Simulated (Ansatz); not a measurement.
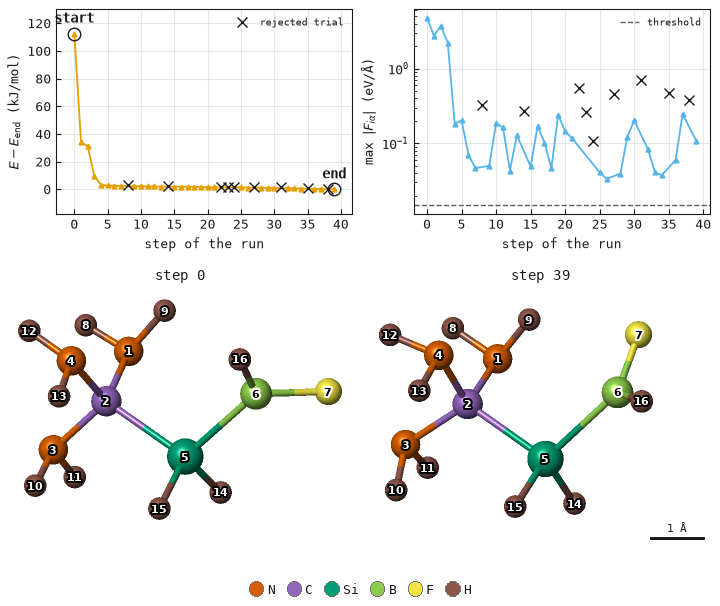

First and last geometry of a relaxation of CH$_{9}$BFN$_{3}$Si, with the history of the run. The picture is a ball-and-stick view, seen at a tilt.

The run prepares an end point of a later path (torsion) calculation, from a guessed geometry.

All numbers below come from Ansatz 0.2.0, RKS PBE0-D4/STO-3G.

Input file:
```yaml
crystal:
  periodic: [false, false, false]
  atoms:
    - { symbol: "N", position_ang: [-0.2992, -1.514, 0.8645] }
    - { symbol: C, position_ang: [0.4556, -0.4913, 0.1211] }
    - { symbol: "N", position_ang: [1.4343, -1.1909, -0.6933] }
    - { symbol: "N", position_ang: [1.1931, 0.4263, 1.0666] }
    - { symbol: Si, position_ang: [-0.6798, 0.5072, -1.025] }
    - { symbol: B, position_ang: [-1.9593, 1.5521, 0.0372] }
    - { symbol: F, position_ang: [-3.36309, 1.35904, -0.15574] }
    - { symbol: H, position_ang: [0.3279, -2.0553, 1.4161] }
    - { symbol: H, position_ang: [-0.9635, -0.9492, 1.5715] }
    - { symbol: H, position_ang: [2.0073, -0.4979, -1.226] }
    - { symbol: H, position_ang: [0.9734, -1.8351, -1.3275] }
    - { symbol: H, position_ang: [1.7924, -0.134, 1.6835] }
    - { symbol: H, position_ang: [1.6586, 1.1264, 0.5248] }
    - { symbol: H, position_ang: [-1.4311, -0.3871, -1.8867] }
    - { symbol: H, position_ang: [0.1255, 1.4265, -1.8084] }
    - { symbol: H, position_ang: [-1.5797, 2.36507, 0.80379] }
basis:
  gaussian: { orbitals: STO-3G }
hamiltonian:
  xc: pbe0
  dispersion: d4
relax:
  f_tol: 0.015
  max_steps: 40
output:
  orbitals: {}
```

Command:
```bash
ansatz run input.yaml --threads 1 --pin off --max-ram 2048MiB --backend cpu --events-out ev --progress --plain --runs-dir out
```

Question: Read the history and describe the run.

Answer: The relaxation stopped without meeting its thresholds, so the last structure isn't shown to be converged. It used up its limit of 40 steps. The energy falls by 112.6 kJ/mol in 30 accepted moves (39 points after the start). Largest force component: 4.7 eV/Å at the start, 0.11 eV/Å at the end. The line search rejected the trial steps at points 8, 14, 22, 23, 24, 27, 31, 35 and more of the run. The largest move after the best rigid fit is that of F7, 1.41 Å. Largest moves by element: F 1.41 Å, H 1.11 Å, N 0.22 Å, Si 0.13 Å, C 0.06 Å, B 0.04 Å. Among the contacts that change: B6–F7 1.430 → 1.313 Å, N1–H9 1.123 → 1.057 Å, C2–N3 1.453 → 1.517 Å, N1–H8 0.995 → 1.058 Å. Among the angles between lasting bonds that change: H12–N4–H13 115.8° → 101.4°, N3–C2–Si5 108.5° → 118.0°, H10–N3–H11 110.6° → 102.5°. Groups turn about Si5–B6 by about 75°.

Limits of the set-up: STO-3G is a minimal basis, so the numbers are rough.
